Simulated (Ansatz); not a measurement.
**SnHBrOF2 (SMILES [OH][Sn]([F])([F])[Br]) at 3 levels**

Aim: a comparison of 3 runs (HF/STO-3G, HF/def2-SVP, HF/def2-TZVP) of SnHBrOF2. 

The calculation is run with Ansatz 0.2.0.

2 further runs of the same task are left out: 1 for a known fault of the program, 1 set aside as unsound or not needed.

## (1) The structure to begin with

SnHBrOF2: 6 atoms, total charge 0, spin state singlet. As SMILES, `[OH][Sn]([F])([F])[Br]`. Geometry: relaxed at PBE0-D4/def2-TZVP. This is one conformer, not always the lowest.

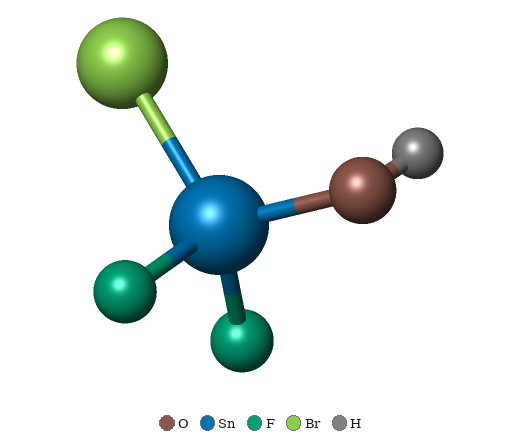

Viewed from a chosen angle; oxygen brown, tin blue, fluorine teal, bromine green, hydrogen grey.

## (2) Energy and gradient at HF/STO-3G (run 1)

molecule.yaml

```yaml
basis:
  gaussian: {orbitals: STO-3G}
crystal:
  periodic: [false, false, false]
  atoms:
    - {symbol: O, position_ang: [-0.508100, 0.063600, 1.499700]}
    - {symbol: Sn, position_ang: [-0.078900, -0.013200, -0.374900]}
    - {symbol: F, position_ang: [-1.653500, 0.495100, -1.280000]}
    - {symbol: F, position_ang: [0.253500, -1.809000, -0.879000]}
    - {symbol: Br, position_ang: [1.795600, 1.350200, -1.085700]}
    - {symbol: H, position_ang: [0.233500, -0.150700, 2.073700]}
hamiltonian: {xc: hf}
accuracy: high
output: {forces: true, orbitals: {seedname: orbitals}}
```

Run with:

```
$ ansatz run molecule.yaml --threads 1 --pin off --max-ram 2610MiB --events-out events.jsonl --progress --plain --runs-dir runs
```

Output:

```text
Warning: RAYON_NUM_THREADS=1 ignored (pool sized by the plan → 1); use --threads N
Functional definition: HF
  name "HF"
  exchange = exact_x
  correlation = 0
1119 factors; integrals over basis functions are off by at most 4.1e-8 eV
mean field evaluation 1: about -238872.3285 eV, gradient 2.8e1 eV
mean field evaluation 2: about -238872.4384 eV, gradient 2.8e1 eV
mean field evaluation 4: about -238876.4937 eV, gradient 1.8e0 eV
mean field evaluation 8: about -238876.5118 eV, gradient 8.4e-5 eV
mean field -238876.51179162 eV, -8778.5498920268 hartree, gradient 7.7e-8 eV, S^2 0.000000; 0 other end points of the search recorded, 0 dependent functions left out
the calculation of the forces begins
reference -238876.51179162 eV, -8778.5498920268 hartree; 56, 56 occupied and 5, 5 virtual orbitals, 1119 factors
Total energy: -238876.51179162 eV, -8778.5498920268 hartree
Atom 0 at    -0.508100     0.063600     1.499700 Å, force    -1.117334     0.435375    -1.301028 eV/Å
Atom 1 at    -0.078900    -0.013200    -0.374900 Å, force    -0.381220    -0.608586     0.080519 eV/Å
Atom 2 at    -1.653500     0.495100    -1.280000 Å, force     0.389202    -0.037815     0.210962 eV/Å
Atom 3 at     0.253500    -1.809000    -0.879000 Å, force    -0.042719     0.612753     0.197428 eV/Å
Atom 4 at     1.795600     1.350200    -1.085700 Å, force    -0.101205    -0.046369     0.108744 eV/Å
Atom 5 at     0.233500    -0.150700     2.073700 Å, force     1.253276    -0.355359     0.703375 eV/Å
Dipole moment:     0.086524    -0.124153     0.258801 e Å
```

It took 12 s on 1 thread of Intel Xeon at 2.50GHz (Skylake/Cascade Lake), shared host.

## (3) Energy and gradient at HF/def2-SVP (core potential) (run 2)

in.yaml

```yaml
crystal:
  periodic: [false, false, false]
  atoms:
    - {symbol: O, position_ang: [-0.508100, 0.063600, 1.499700]}
    - {symbol: Sn, position_ang: [-0.078900, -0.013200, -0.374900]}
    - {symbol: F, position_ang: [-1.653500, 0.495100, -1.280000]}
    - {symbol: F, position_ang: [0.253500, -1.809000, -0.879000]}
    - {symbol: Br, position_ang: [1.795600, 1.350200, -1.085700]}
    - {symbol: H, position_ang: [0.233500, -0.150700, 2.073700]}
basis:
  gaussian:
    orbitals: def2-SVP
magnetization:
  spin_polarized: false
  initial_magnetization: 0
hamiltonian:
  xc: hf
accuracy: high
output: {forces: true, orbitals: {seedname: orbitals}}
```

Run with:

```
$ ansatz run in.yaml --threads 1 --pin off --max-ram 2610MiB --events-out events.jsonl --progress --plain --runs-dir runs
```

Output (excerpt; [...] marks lines left out):

```text
Warning: RAYON_NUM_THREADS=1 ignored (pool sized by the plan → 1); use --threads N
[... 2 set-up lines as earlier in the session ...]
[...]
2158 factors; integrals over basis functions are off by at most 4.6e-9 eV
[...]
mean field -83257.35405200 eV, -3059.6513275496 hartree, gradient 2.2e-8 eV, S^2 0.000000; 0 other end points of the search recorded, 0 dependent functions left out
[...]
reference -83257.35405200 eV, -3059.6513275496 hartree; 42, 42 occupied and 63, 63 virtual orbitals, 2158 factors
Total energy: -83257.35405200 eV, -3059.6513275496 hartree
Atom 0 at    -0.508100     0.063600     1.499700 Å, force     0.942321    -0.251841     0.447646 eV/Å
Atom 1 at    -0.078900    -0.013200    -0.374900 Å, force    -0.276491    -0.079184    -0.033276 eV/Å
Atom 2 at    -1.653500     0.495100    -1.280000 Å, force    -0.068155     0.017097    -0.094578 eV/Å
Atom 3 at     0.253500    -1.809000    -0.879000 Å, force     0.010548    -0.012037     0.009963 eV/Å
Atom 4 at     1.795600     1.350200    -1.085700 Å, force     0.173271     0.117455    -0.045433 eV/Å
Atom 5 at     0.233500    -0.150700     2.073700 Å, force    -0.781493     0.208511    -0.284322 eV/Å
Dipole moment:     0.544270     0.178208     0.371449 e Å
```

It took 26 s on 1 thread of Intel Xeon at 2.50GHz (Skylake/Cascade Lake), shared host; peak memory 0.39 GiB.

## (4) Energy and forces at HF/def2-TZVP (core potential) (run 3)

Edit molecule.yaml of step 2 so:

```diff
@@ -1,3 +1 @@
-basis:
-  gaussian: {orbitals: STO-3G}
 crystal:
@@ -11,4 +9,6 @@
     - {symbol: H, position_ang: [0.233500, -0.150700, 2.073700]}
+basis:
+  gaussian: {orbitals: def2-TZVP}
+accuracy: high
 hamiltonian: {xc: hf}
-accuracy: high
 output: {forces: true, orbitals: {seedname: orbitals}}
```

Run with:

```
$ ansatz run molecule.yaml --threads 1 --pin off --max-ram 2610MiB --events-out events.jsonl --progress --plain --runs-dir runs
```

Output (excerpt; [...] marks lines left out):

```text
Warning: RAYON_NUM_THREADS=1 ignored (pool sized by the plan → 1); use --threads N
[... 2 set-up lines as earlier in the session ...]
[...]
3312 factors; integrals over basis functions are off by at most 6.0e-8 eV
[...]
mean field -83276.29008634 eV, -3060.3472139763 hartree, gradient 4.2e-8 eV, S^2 0.000000; 0 other end points of the search recorded, 0 dependent functions left out
[...]
reference -83276.29008634 eV, -3060.3472139763 hartree; 42, 42 occupied and 155, 155 virtual orbitals, 3312 factors
Total energy: -83276.29008634 eV, -3060.3472139763 hartree
Atom 0 at    -0.508100     0.063600     1.499700 Å, force     1.172580    -0.315469    -0.149081 eV/Å
Atom 1 at    -0.078900    -0.013200    -0.374900 Å, force    -0.737131    -0.445212    -0.049628 eV/Å
Atom 2 at    -1.653500     0.495100    -1.280000 Å, force     0.677226    -0.227000     0.362938 eV/Å
Atom 3 at     0.253500    -1.809000    -0.879000 Å, force    -0.147531     0.797115     0.242645 eV/Å
Atom 4 at     1.795600     1.350200    -1.085700 Å, force    -0.067110    -0.055131     0.039854 eV/Å
Atom 5 at     0.233500    -0.150700     2.073700 Å, force    -0.898034     0.245697    -0.446728 eV/Å
Dipole moment:     0.515692     0.176810     0.351677 e Å
```

Wall time 86 s (1 thread of Intel Xeon at 2.50GHz (Skylake/Cascade Lake), shared host); peak memory 0.99 GiB.

## (5) All runs side by side

```
run                          level  core potential   energy (Eh)  dipole moment (D)  HOMO energy (eV)  LUMO energy (eV)  wall time
  1                      HF/STO-3G            none  -8778.549892               1.44             -8.82              7.12       12 s
  2   HF/def2-SVP (core potential)        def2-SVP  -3059.651328               3.28            -12.68              0.97       26 s
  3  HF/def2-TZVP (core potential)       def2-TZVP  -3060.347214               3.12            -12.67              0.82       86 s
```

## (6) Summary of results

```
                       quantity           value
            run 3: total energy  -3060.34721 Eh
           run 3: dipole moment          3.12 D
             run 3: HOMO energy       -12.67 eV
             run 3: LUMO energy         0.82 eV
           run 3: HOMO–LUMO gap        13.49 eV
run 3: largest force on an atom      1.223 eV/Å
```

**Reading.** The dipole moment (its size) runs from 1.44 D (HF/STO-3G) to 3.28 D (HF/def2-SVP). The two ends differ in basis and core potential. The HOMO–LUMO gap runs from 13.49 eV (HF/def2-TZVP) to 15.95 eV (HF/STO-3G). Some runs of one species differ in core potentials or relativity; totals across that change don't compare. In run 1 the basis is minimal, so the values are rough. In run 1 relativity is left out where basis or elements ask for it. All runs together took 2.1 min, the longest 86 s.
